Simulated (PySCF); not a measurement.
# C4HF5 (SMILES C#CC(F)(F)C(F)(F)F): what the fields show

The calculation's input:

```
{"job": {"kind": "nmr", "xc": "PBE0", "basis": "pcSseg-1", "pop": false}, "charge": 0, "multiplicity": 1}
C      2.416300     0.134400     0.179500
C      1.234200     0.099100    -0.008200
C     -0.112500     0.441600    -0.409300
F     -0.258300     0.623700    -1.675000
F     -0.334600     1.684100     0.265500
C     -1.312500    -0.445100     0.042700
F     -1.277100    -1.639200    -0.644700
F     -2.500700     0.228400    -0.253600
F     -1.395100    -0.838300     1.247600
H      3.454500     0.216300     0.393100
```

Run with:

```sh
OMP_NUM_THREADS=1 python probes_run.py task.json out
```

Geometry: GFN2-xTB, MD frame at 250 fs, 600 K.

These are results of PySCF, PBE0/pcSseg-1, SCF density, gas phase, non-relativistic, not measurements.

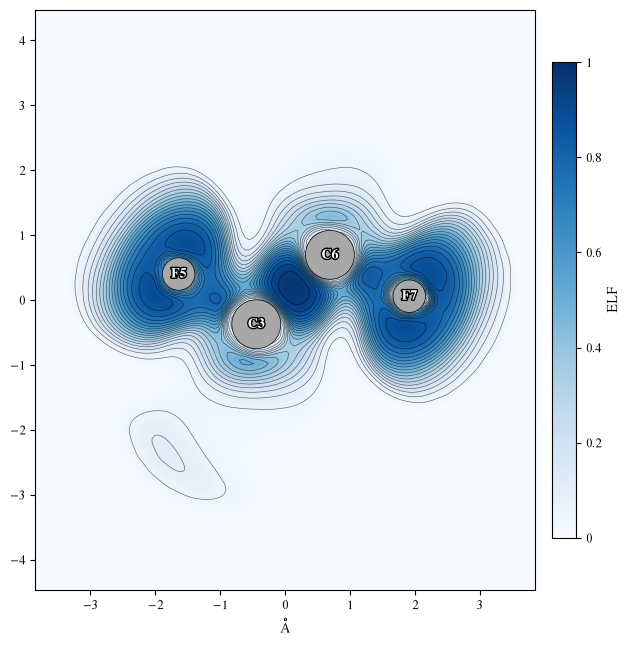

Figure 1. Electron localisation function on the plane of atoms C3, C6 and F7. Grey discs cover the atomic cores.

Read the bonding off the picture.

Answer. Atoms in the plane: C and F. C–F (1.38 Å): the ELF peaks at about 0.85 between the atoms: a polar covalent bond. C–F (1.43 Å): the ELF peaks at about 0.80 between the atoms (a polar covalent bond). The ELF also peaks beside F7 and F5, away from the bonds: lone-pair regions.

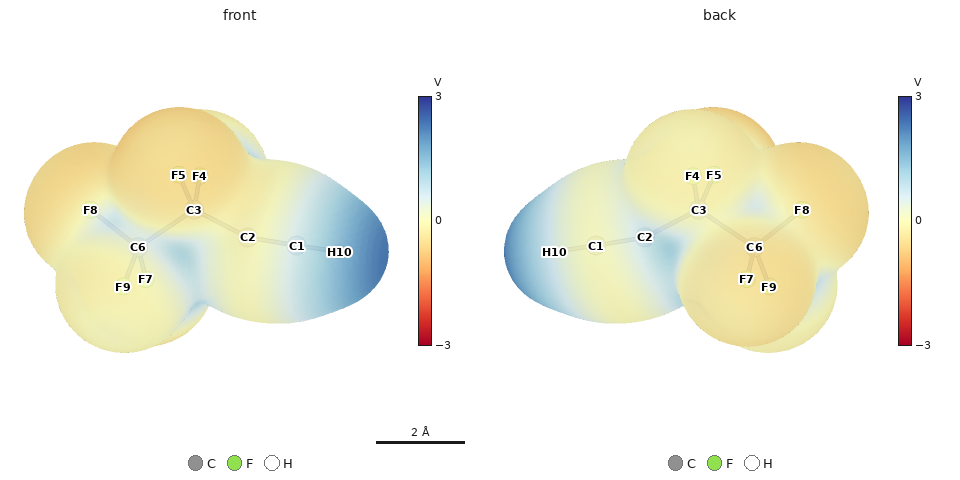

Figure 2. The electrostatic potential painted on the density surface at 0.002 e/bohr³, seen from the front and from behind; red is negative and blue positive.

Where is the surface potential most negative and most positive?

Answer. The most negative region (about −0.7 V, or −16 kcal/mol for a unit charge) lies over F5, the most positive (about +2.3 V, or +53 kcal/mol for a unit charge) over H10.

How polar is the molecule by this calculation?

Answer. Its dipole moment is 3.05 D.
